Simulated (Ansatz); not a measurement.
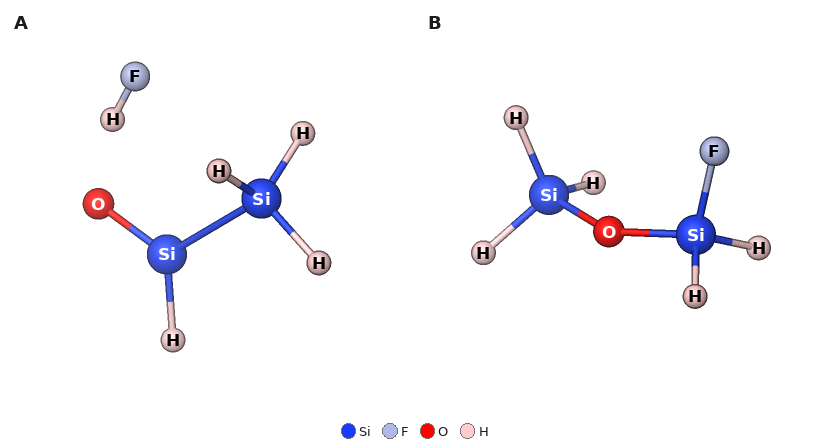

2 stationary structures of one formula. Geometries: PBE0-D4/def2-TZVP. Electronic energies: CCSD(T)/CBS (MP2 limit from def2-TZVPP and def2-QZVPP plus CCSD(T) − MP2) (Ansatz 0.2.0), without zero-point energy. Each is one conformer, not always the lowest.

### Which structure is the most stable?

B is lowest (a minimum); A lies 92.3 kcal/mol above it (a minimum).

Give E(B) − E(A) in kcal/mol at these levels too: PBE0-D4/def2-TZVPP; ωB97M-V/def2-TZVPP; B3LYP-D4/def2-TZVPP; SPW92 (LDA)/def2-TZVPP; PBE-D4/def2-TZVPP; PBE-QIDH (frozen core)/def2-TZVPP; CAM-B3LYP-D4/def2-TZVPP; direct RPA on PBE orbitals (frozen core)/def2-TZVPP.

```csv
level,E(B) − E(A) (kcal/mol)
PBE0-D4/def2-TZVPP,−87.2
ωB97M-V/def2-TZVPP,−92.4
B3LYP-D4/def2-TZVPP,−89.1
SPW92 (LDA)/def2-TZVPP,−80.8
PBE-D4/def2-TZVPP,−78.3
PBE-QIDH (frozen core)/def2-TZVPP,−93.7
CAM-B3LYP-D4/def2-TZVPP,−93.7
direct RPA on PBE orbitals (frozen core)/def2-TZVPP,−89.9
```
